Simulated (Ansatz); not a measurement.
**C$_{2}$H$_{2}$AlClO: density, localisation and related maps**

The calculation's input:

```
crystal:
  periodic: [false, false, false]
  atoms:
    - {symbol: Cl, position_ang: [-2.157156, -2.403221, 0.308389]}
    - {symbol: Al, position_ang: [-0.774181, -0.876683, 0.090213]}
    - {symbol: C, position_ang: [0.339110, 0.462273, 0.803817]}
    - {symbol: C, position_ang: [0.621783, 0.616512, -0.506895]}
    - {symbol: O, position_ang: [-0.031781, -0.225056, -1.374778]}
    - {symbol: H, position_ang: [0.759940, 1.035039, 1.612813]}
    - {symbol: H, position_ang: [1.303685, 1.323135, -0.979158]}
basis:
  gaussian: {orbitals: def2-TZVPP}
hamiltonian: {xc: pbe0, dispersion: d4}
output: {orbitals: {seedname: orbitals}}
```

Run with:

```sh
ansatz run in.yaml --threads 2 --pin off --events-out ev --progress --plain --max-ram 4352MiB
```

Geometry: PBE0-D4/def2-TZVP.

The calculation used RKS PBE0-D4/def2-TZVPP (Ansatz 0.2.0).

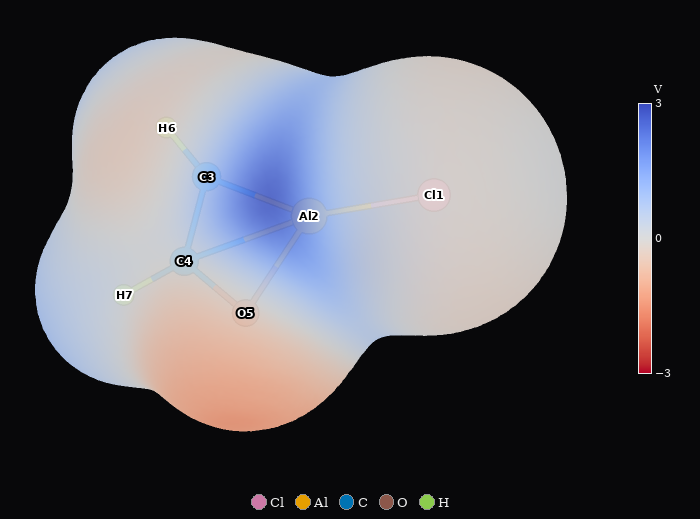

Figure 1. The electrostatic potential painted on the density surface at 0.001 e/bohr³, seen at a tilt; red is negative and blue positive.

Question: Which sites attract a positive test charge, and which a negative one?

Answer: A positive charge is drawn to the negative regions and a negative charge to the positive ones. The most negative region (about −1.3 V) lies over O5, the most positive (about +2.5 V) over Al2. O5 is the likeliest acceptor of a hydrogen bond.

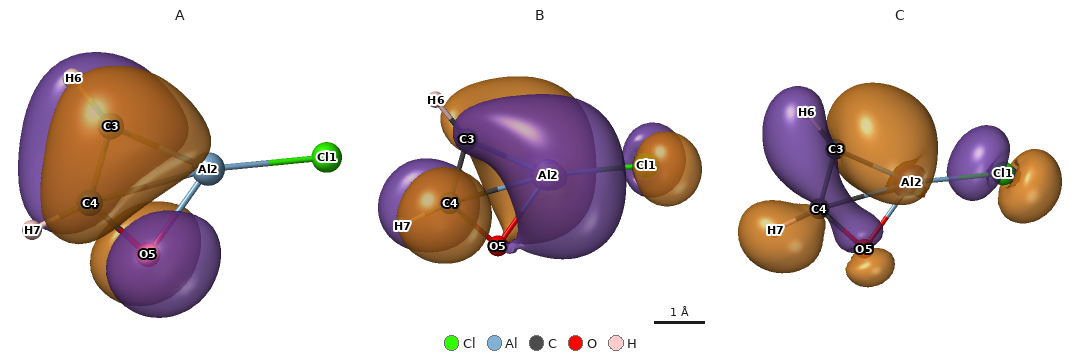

Figure 2. Three frontier orbitals at ±0.08 Å⁻³ᐟ² (orange and purple are the two phases), in no order.

Question: Which picture is the HOMO−1, the HOMO and the LUMO?

Answer: C is the HOMO−1 (−8.65 eV). By Hirshfeld shares it lies mainly on C3 (about 45 %), Al2 (about 20 %), C4 (about 10 %) and Cl1 (about 10 %); it is symmetric in the molecular plane (an in-plane orbital: σ, lone-pair or in-plane π type). A is the HOMO (−6.90 eV). By Hirshfeld shares it lies mainly on C3 (about 40 %), O5 (about 30 %) and C4 (about 20 %); it changes sign across the molecular plane (π type); π-bonding across Al2–C4 and C3–C4; π-antibonding (a node) across C4–O5. B is the LUMO (−1.15 eV). By Hirshfeld shares it lies mainly on Al2 (about 50 %), C4 (about 20 %), C3 (about 10 %) and Cl1 (about 10 %); it changes sign across the molecular plane (π type); π-antibonding (a node) across Al2–C4 and C3–C4.

Question: What is the HOMO–LUMO gap?

Answer: 5.75 eV between the orbital energies.

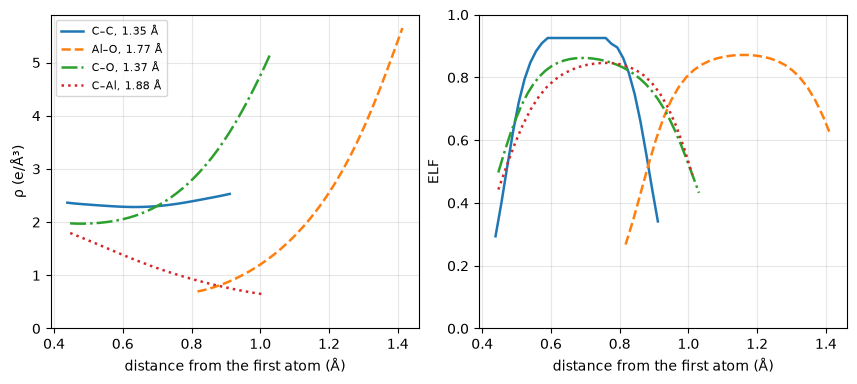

Figure 3. Electron density and ELF along straight lines between neighbouring atoms. The curves leave out the atomic cores.

Question: What can be read from the curves?

Answer: C–C (1.35 Å): ρ is about 2.3 e/Å³ halfway; the ELF peaks at about 0.95 between the atoms: a covalent bond.
Al–O (1.77 Å): ρ at the midpoint is about 0.82 e/Å³; the ELF peaks at about 0.85 in the valence shell of O, 0.6 Å from its nucleus, and is about 0.50 at the midpoint.
C–O (1.37 Å): ρ is about 2.3 e/Å³ halfway, with its minimum of 2 e/Å³ about 0.5 Å from C; the ELF peaks at about 0.85 between the atoms, as expected for a polar covalent bond.
C–Al (1.88 Å): ρ at the midpoint is about 0.72 e/Å³; the ELF peaks at about 0.85 in the valence shell of C, 0.8 Å from its nucleus, and is about 0.70 at the midpoint.

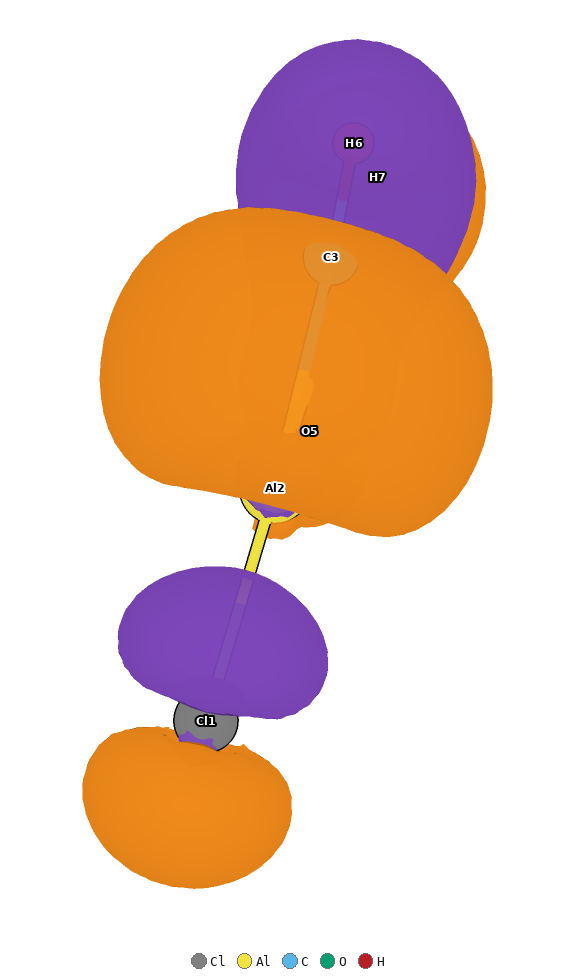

Figure 4. The HOMO−1 at ±0.08 Å⁻³ᐟ² (orange and purple are the two phases), seen at an oblique angle.

Question: Where does this orbital lie, and at what energy?

Answer: It lies mainly on C3 (about 45 %), Al2 (about 20 %), C4 (about 10 %) and Cl1 (about 10 %); it is symmetric in the molecular plane (an in-plane orbital: σ, lone-pair or in-plane π type). Its energy is −8.65 eV.
